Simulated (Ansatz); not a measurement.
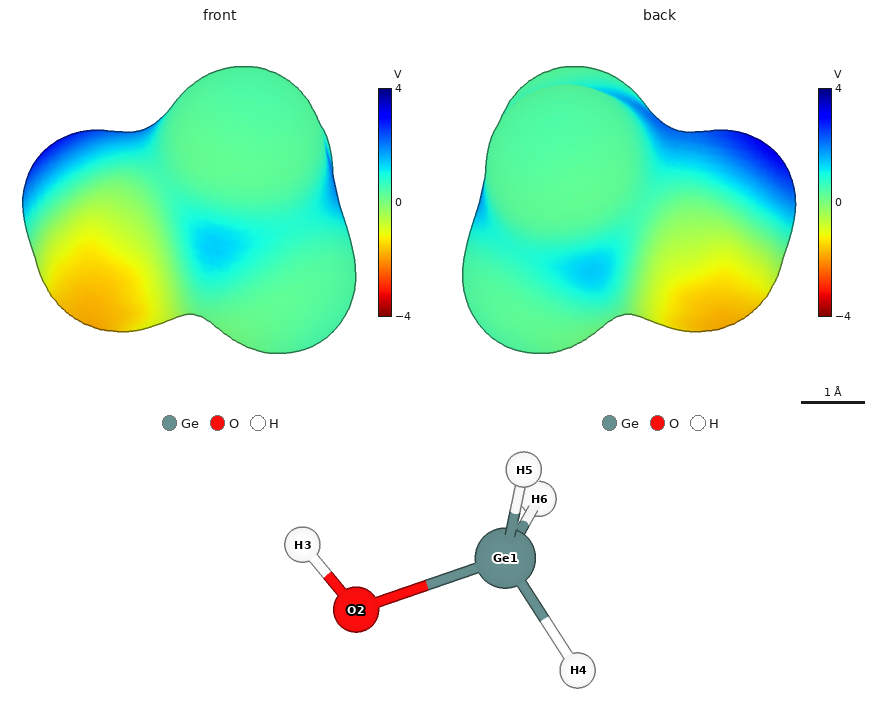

*GeH4O. The electrostatic potential painted on the density surface at 0.004 e/bohr³, seen from the front and from behind; the colour scale runs from red (negative) to blue (positive). The bare structure is drawn below in the same view.*

Computed with RKS PBE/def2-SVP in Ansatz.

```xyz
6

Ge    0.3158   -0.0197    0.0556
O     0.6760   -0.1155    1.8224
H    -0.1503   -0.1679    2.3368
H     1.7127    0.0545   -0.5992
H    -0.5225    1.2518   -0.2693
H    -0.4584   -1.2845   -0.4198
```

Q: Which sites attract a positive test charge, and which a negative one?

A: A positive charge is drawn to the negative regions and a negative charge to the positive ones. The most negative region (about −1.8 V) lies over O2, the most positive (about +3.0 V) over H3. O2 is the likeliest acceptor of a hydrogen bond.
